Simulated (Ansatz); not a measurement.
# Run report: CH7Al, nudged elastic band (part 1 of 2)

CH7Al, computed with RKS PBE/cc-pVDZ (Ansatz 0.2.0).

One setting was made poor on purpose. It belongs to a series of runs on one base structure; here: band between the two ends.

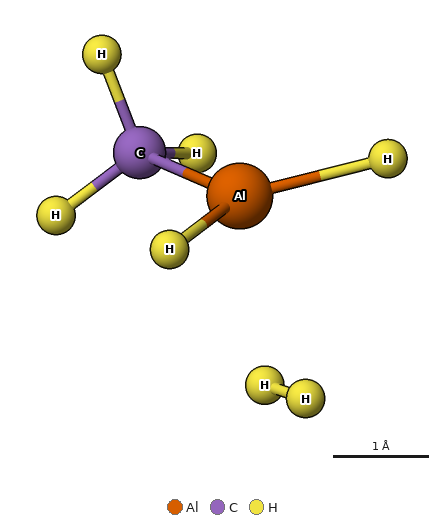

Fig. 1: The structure as given in the input (ball-and-stick view, seen at a tilt). Sticks mark near contacts.

Input file
```yaml
crystal:
  periodic: [false, false, false]
  atoms:
    - { symbol: Al, position_ang: [-0.009479, -0.022586, 0.350939] }
    - { symbol: C, position_ang: [0.025447, 0.285476, 2.31186] }
    - { symbol: H, position_ang: [-0.923541, 0.00184, 2.812392] }
    - { symbol: H, position_ang: [0.864503, -0.237425, 2.816267] }
    - { symbol: H, position_ang: [0.171613, 1.372759, 2.499983] }
    - { symbol: H, position_ang: [1.367979, -0.194253, -0.466454] }
    - { symbol: H, position_ang: [-1.389061, 0.11908, -0.469064] }
    - { symbol: H, position_ang: [-0.286195, -2.277143, 0.178885] }
    - { symbol: H, position_ang: [-0.249465, -2.191448, 0.950892] }
basis:
  gaussian: { orbitals: cc-pVDZ }
hamiltonian:
  xc: pbe
neb:
  order_check: false
  images: 7
  f_tol: 0.03
  max_iterations: 60
  max_displacement: 0.02
  optimiser: fire
  final_atoms:
    - { symbol: Al, position_ang: [-0.07322123, -0.56439966, -0.31137761] }
    - { symbol: C, position_ang: [-0.02701174, -0.16460641, 2.49052525] }
    - { symbol: H, position_ang: [-0.96811875, 0.04375875, 3.03015132] }
    - { symbol: H, position_ang: [0.81816334, -0.28710248, 3.19209558] }
    - { symbol: H, position_ang: [0.19833476, 0.69122001, 1.82168756] }
    - { symbol: H, position_ang: [1.37466681, 0.1051069, -0.50971219] }
    - { symbol: H, position_ang: [-1.40214678, 0.33089561, -0.43337755] }
    - { symbol: H, position_ang: [-0.19983456, -2.16774317, -0.24194678] }
    - { symbol: H, position_ang: [-0.14903086, -1.13082954, 1.94765442] }
  initial_path:
    images:
      - { positions_ang: [[-0.009479, -0.022586, 0.350939], [0.025447, 0.285476, 2.31186], [-0.923541, 0.00184, 2.812392], [0.864503, -0.237425, 2.816267], [0.171613, 1.372759, 2.499983], [1.367979, -0.194253, -0.466454], [-1.389061, 0.11908, -0.469064], [-0.286195, -2.277143, 0.178885], [-0.249465, -2.191448, 0.950892]] }
      - { positions_ang: [[-0.00810155, -0.02951998, 0.25984493], [0.02031579, 0.22524896, 2.31004608], [-0.94112482, -0.06037861, 2.78209032], [0.84150003, -0.34118355, 2.78745179], [0.18881261, 1.29923384, 2.53303306], [1.36199144, -0.166984, -0.5493005], [-1.38128221, 0.06949198, -0.54872743], [-0.27551381, -2.15119359, 0.2954161], [-0.23479648, -1.98841505, 1.11584565]] }
      - { positions_ang: [[-0.0067241, -0.03645397, 0.16875086], [0.01518458, 0.16502192, 2.30823216], [-0.95870864, -0.12259722, 2.75178864], [0.81849706, -0.4449421, 2.75863659], [0.20601223, 1.22570867, 2.56608312], [1.35600388, -0.139715, -0.63214701], [-1.37350342, 0.01990397, -0.62839085], [-0.26483262, -2.02524418, 0.4119472], [-0.22012796, -1.78538209, 1.28079929]] }
      - { positions_ang: [[-0.00534665, -0.04338795, 0.07765679], [0.01005337, 0.10479488, 2.30641824], [-0.97629246, -0.18481583, 2.72148696], [0.79549409, -0.54870065, 2.72982138], [0.22321184, 1.15218351, 2.59913318], [1.35001631, -0.11244599, -0.71499351], [-1.36572463, -0.02968405, -0.70805428], [-0.25415143, -1.89929477, 0.52847829], [-0.20545944, -1.58234914, 1.44575294]] }
      - { positions_ang: [[-0.0039692, -0.05032193, -0.01343728], [0.00492216, 0.04456783, 2.30460432], [-0.99387628, -0.24703444, 2.69118528], [0.77249112, -0.6524592, 2.70100618], [0.24041145, 1.07865834, 2.63218324], [1.34402875, -0.08517699, -0.79784001], [-1.35794584, -0.07927207, -0.7877177], [-0.24347025, -1.77334536, 0.64500939], [-0.19079092, -1.37931619, 1.61070658]] }
      - { positions_ang: [[-0.02128221, -0.17884137, -0.08792237], [-0.00306131, -0.00772573, 2.35108455], [-0.9874369, -0.17433615, 2.77592679], [0.78390917, -0.56112002, 2.82377853], [0.22989228, 0.98179876, 2.42955932], [1.35168827, -0.03760602, -0.72580806], [-1.36899607, 0.02326985, -0.69913267], [-0.23256132, -1.87194481, 0.42327035], [-0.1803509, -1.31719453, 1.69494354]] }
      - { positions_ang: [[-0.03859522, -0.3073608, -0.16240745], [-0.01104479, -0.06001929, 2.39756478], [-0.98099751, -0.10163785, 2.8606683], [0.79532723, -0.46978084, 2.94655088], [0.21937311, 0.88493918, 2.2269354], [1.35934778, 0.00996495, -0.6537761], [-1.38004631, 0.12581177, -0.61054763], [-0.2216524, -1.97054426, 0.20153131], [-0.16991089, -1.25507286, 1.7791805]] }
      - { positions_ang: [[-0.05590822, -0.43588023, -0.23689253], [-0.01902826, -0.11231285, 2.44404501], [-0.97455813, -0.02893955, 2.94540981], [0.80674529, -0.37844166, 3.06932323], [0.20885393, 0.78807959, 2.02431148], [1.3670073, 0.05753593, -0.58174415], [-1.39109654, 0.22835369, -0.52196259], [-0.21074348, -2.06914372, -0.02020774], [-0.15947087, -1.1929512, 1.86341746]] }
      - { positions_ang: [[-0.07322123, -0.56439966, -0.31137761], [-0.02701174, -0.16460641, 2.49052525], [-0.96811875, 0.04375875, 3.03015132], [0.81816334, -0.28710248, 3.19209558], [0.19833476, 0.69122001, 1.82168756], [1.37466681, 0.1051069, -0.50971219], [-1.40214678, 0.33089561, -0.43337755], [-0.19983456, -2.16774317, -0.24194678], [-0.14903086, -1.13082954, 1.94765442]] }
```

Command:
```bash
ansatz run input.yaml --threads 1 --pin off --max-ram 2048MiB --backend cpu --events-out ev --progress --plain --runs-dir out
```

The program's output
```
Engine: ansatz 0.2.0, aarch64-unknown-linux-gnu
Functional definition: PBE
  parameter kappa = 0.804
  parameter beta = 0.06672455060314922
  exchange = pbe_x(kappa = kappa, mu = beta*pi^2/3)
  correlation = pbe_c(beta = beta)
839 factors; their error is unknown
mean field evaluation 1: about -7733.2353 eV, gradient 5.4e1 eV
mean field evaluation 2: about -7720.3213 eV, gradient 7.8e1 eV
mean field evaluation 4: about -7740.9374 eV, gradient 2.2e0 eV
mean field evaluation 8: about -7740.9272 eV, gradient 2.8e-2 eV
mean field -7740.92721525 eV, -284.4738281715 hartree, gradient 5.0e-5 eV, S^2 0.000000; 0 other end points of the search recorded, 0 dependent functions left out
the calculation of the forces begins
reference -7740.92725630 eV, -284.4738296801 hartree; 13, 13 occupied and 54, 54 virtual orbitals, 839 factors
839 factors; their error is unknown
mean field evaluation 16: about -7730.6495 eV, gradient 6.0e1 eV
mean field -7741.25545987 eV, -284.4858909387 hartree, gradient 2.7e-5 eV, S^2 0.000000; 0 other end points of the search recorded, 0 dependent functions left out
[... from here on the field's lines of each further geometry are left out, up to the last ...]
NEB iter   1: max|band force component| = 7.057e0 eV/Å  barrier→ = 2.1519 eV  barrier← = 2.4801 eV  Δτ_max = 0.0200 Å  (208 SCF iters)
NEB iter   2: max|band force component| = 5.014e0 eV/Å  barrier→ = 1.9956 eV  barrier← = 2.3239 eV  Δτ_max = 0.0200 Å  (182 SCF iters)
NEB iter   3: max|band force component| = 3.406e0 eV/Å  barrier→ = 1.8425 eV  barrier← = 2.1708 eV  Δτ_max = 0.0200 Å  (182 SCF iters)
NEB iter   4: max|band force component| = 2.713e0 eV/Å  barrier→ = 1.6902 eV  barrier← = 2.0184 eV  Δτ_max = 0.0200 Å  (188 SCF iters)
NEB iter   5: max|band force component| = 2.512e0 eV/Å  barrier→ = 1.5485 eV  barrier← = 1.8768 eV  Δτ_max = 0.0200 Å  (188 SCF iters)
NEB iter   6: max|band force component| = 2.299e0 eV/Å  barrier→ = 1.4417 eV  barrier← = 1.7699 eV  Δτ_max = 0.0200 Å  (181 SCF iters)
NEB iter   7: max|band force component| = 2.080e0 eV/Å  barrier→ = 1.3553 eV  barrier← = 1.6836 eV  Δτ_max = 0.0200 Å  (180 SCF iters)
NEB iter   8: max|band force component| = 1.860e0 eV/Å  barrier→ = 1.2829 eV  barrier← = 1.6112 eV  Δτ_max = 0.0200 Å  (182 SCF iters)
NEB iter   9: max|band force component| = 1.643e0 eV/Å  barrier→ = 1.2208 eV  barrier← = 1.5491 eV  Δτ_max = 0.0200 Å  (170 SCF iters)
NEB iter  10: max|band force component| = 1.434e0 eV/Å  barrier→ = 1.1668 eV  barrier← = 1.4951 eV  Δτ_max = 0.0200 Å  (166 SCF iters)
NEB iter  11: max|band force component| = 1.233e0 eV/Å  barrier→ = 1.1195 eV  barrier← = 1.4478 eV  Δτ_max = 0.0200 Å  (166 SCF iters)
NEB iter  12: max|band force component| = 1.041e0 eV/Å  barrier→ = 1.0777 eV  barrier← = 1.4060 eV  Δτ_max = 0.0179 Å  (159 SCF iters)
NEB iter  13: max|band force component| = 8.765e-1 eV/Å  barrier→ = 1.0441 eV  barrier← = 1.3723 eV  Δτ_max = 0.0200 Å  (160 SCF iters)
NEB iter  14: max|band force component| = 7.519e-1 eV/Å  barrier→ = 1.0117 eV  barrier← = 1.3399 eV  Δτ_max = 0.0136 Å  (159 SCF iters)
NEB iter  15: max|band force component| = 6.792e-1 eV/Å  barrier→ = 0.9922 eV  barrier← = 1.3205 eV  Δτ_max = 0.0200 Å  (159 SCF iters)
NEB iter  16: max|band force component| = 5.888e-1 eV/Å  barrier→ = 0.9666 eV  barrier← = 1.2949 eV  Δτ_max = 0.0101 Å  (158 SCF iters)
NEB iter  17: max|band force component| = 5.609e-1 eV/Å  barrier→ = 0.9540 eV  barrier← = 1.2822 eV  Δτ_max = 0.0191 Å  (140 SCF iters)
NEB iter  18: max|band force component| = 5.059e-1 eV/Å  barrier→ = 0.9313 eV  barrier← = 1.2595 eV  Δτ_max = 0.0200 Å  (160 SCF iters)
NEB iter  19: max|band force component| = 6.823e-1 eV/Å  barrier→ = 0.9083 eV  barrier← = 1.2366 eV  CI = image 5  Δτ_max = 0.0127 Å  (160 SCF iters)
NEB iter  20: max|band force component| = 6.241e-1 eV/Å  barrier→ = 0.9271 eV  barrier← = 1.2554 eV  CI = image 5  Δτ_max = 0.0200 Å  (142 SCF iters)
NEB iter  21: max|band force component| = 5.310e-1 eV/Å  barrier→ = 0.9511 eV  barrier← = 1.2793 eV  CI = image 5  Δτ_max = 0.0101 Å  (144 SCF iters)
NEB iter  22: max|band force component| = 4.868e-1 eV/Å  barrier→ = 0.9591 eV  barrier← = 1.2874 eV  CI = image 5  Δτ_max = 0.0192 Å  (140 SCF iters)
NEB iter  23: max|band force component| = 4.001e-1 eV/Å  barrier→ = 0.9698 eV  barrier← = 1.2981 eV  CI = image 5  Δτ_max = 0.0200 Å  (145 SCF iters)
NEB iter  24: max|band force component| = 3.043e-1 eV/Å  barrier→ = 0.9745 eV  barrier← = 1.3027 eV  CI = image 5  Δτ_max = 0.0054 Å  (153 SCF iters)
NEB iter  25: max|band force component| = 2.753e-1 eV/Å  barrier→ = 0.9732 eV  barrier← = 1.3014 eV  CI = image 5  Δτ_max = 0.0102 Å  (135 SCF iters)
NEB iter  26: max|band force component| = 2.221e-1 eV/Å  barrier→ = 0.9699 eV  barrier← = 1.2982 eV  CI = image 5  Δτ_max = 0.0139 Å  (145 SCF iters)
NEB iter  27: max|band force component| = 1.979e-1 eV/Å  barrier→ = 0.9639 eV  barrier← = 1.2921 eV  CI = image 5  Δτ_max = 0.0160 Å  (153 SCF iters)
NEB iter  28: max|band force component| = 2.180e-1 eV/Å  barrier→ = 0.9548 eV  barrier← = 1.2830 eV  CI = image 5  Δτ_max = 0.0163 Å  (167 SCF iters)
NEB iter  29: max|band force component| = 2.229e-1 eV/Å  barrier→ = 0.9436 eV  barrier← = 1.2718 eV  CI = image 5  Δτ_max = 0.0180 Å  (166 SCF iters)
NEB iter  30: max|band force component| = 2.078e-1 eV/Å  barrier→ = 0.9323 eV  barrier← = 1.2605 eV  CI = image 5  Δτ_max = 0.0200 Å  (173 SCF iters)
NEB iter  31: max|band force component| = 1.971e-1 eV/Å  barrier→ = 0.9232 eV  barrier← = 1.2514 eV  CI = image 5  Δτ_max = 0.0036 Å  (167 SCF iters)
NEB iter  32: max|band force component| = 1.899e-1 eV/Å  barrier→ = 0.9227 eV  barrier← = 1.2510 eV  CI = image 5  Δτ_max = 0.0070 Å  (131 SCF iters)
NEB iter  33: max|band force component| = 1.766e-1 eV/Å  barrier→ = 0.9215 eV  barrier← = 1.2498 eV  CI = image 5  Δτ_max = 0.0102 Å  (139 SCF iters)
NEB iter  34: max|band force component| = 1.580e-1 eV/Å  barrier→ = 0.9191 eV  barrier← = 1.2473 eV  CI = image 5  Δτ_max = 0.0130 Å  (144 SCF iters)
NEB iter  35: max|band force component| = 1.345e-1 eV/Å  barrier→ = 0.9152 eV  barrier← = 1.2434 eV  CI = image 5  Δτ_max = 0.0153 Å  (148 SCF iters)
NEB iter  36: max|band force component| = 1.291e-1 eV/Å  barrier→ = 0.9105 eV  barrier← = 1.2387 eV  CI = image 5  Δτ_max = 0.0169 Å  (158 SCF iters)
NEB iter  37: max|band force component| = 1.440e-1 eV/Å  barrier→ = 0.9061 eV  barrier← = 1.2343 eV  CI = image 5  Δτ_max = 0.0195 Å  (158 SCF iters)
NEB iter  38: max|band force component| = 1.250e-1 eV/Å  barrier→ = 0.9026 eV  barrier← = 1.2308 eV  CI = image 5  Δτ_max = 0.0200 Å  (167 SCF iters)
NEB iter  39: max|band force component| = 7.905e-2 eV/Å  barrier→ = 0.9001 eV  barrier← = 1.2283 eV  CI = image 5  Δτ_max = 0.0027 Å  (173 SCF iters)
NEB iter  40: max|band force component| = 6.965e-2 eV/Å  barrier→ = 0.8998 eV  barrier← = 1.2281 eV  CI = image 5  Δτ_max = 0.0049 Å  (127 SCF iters)
NEB iter  41: max|band force component| = 6.407e-2 eV/Å  barrier→ = 0.8993 eV  barrier← = 1.2276 eV  CI = image 5  Δτ_max = 0.0059 Å  (134 SCF iters)
NEB iter  42: max|band force component| = 5.755e-2 eV/Å  barrier→ = 0.8987 eV  barrier← = 1.2269 eV  CI = image 5  Δτ_max = 0.0071 Å  (137 SCF iters)
NEB iter  43: max|band force component| = 5.040e-2 eV/Å  barrier→ = 0.8979 eV  barrier← = 1.2262 eV  CI = image 5  Δτ_max = 0.0083 Å  (136 SCF iters)
NEB iter  44: max|band force component| = 5.011e-2 eV/Å  barrier→ = 0.8973 eV  barrier← = 1.2256 eV  CI = image 5  Δτ_max = 0.0091 Å  (137 SCF iters)
NEB iter  45: max|band force component| = 5.089e-2 eV/Å  barrier→ = 0.8968 eV  barrier← = 1.2251 eV  CI = image 5  Δτ_max = 0.0105 Å  (137 SCF iters)
```
